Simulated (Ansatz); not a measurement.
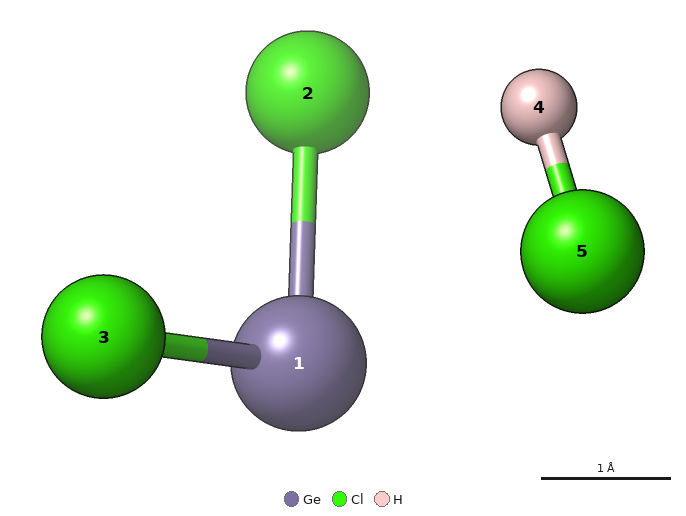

Orthographic view. Atoms fade into the background with distance from the viewer. The computed structure is the end point of a PBE0-D4/def2-TZVP optimisation.

List all interatomic distances (Å) as a matrix.

```
atom   Ge1   Cl2   Cl3    H4   Cl5
 Ge1  0.00                        
 Cl2  2.22  0.00                  
 Cl3  2.19  3.36  0.00            
  H4  3.02  2.68  3.84  0.00      
 Cl5  2.98  3.52  3.79  1.29  0.00
```
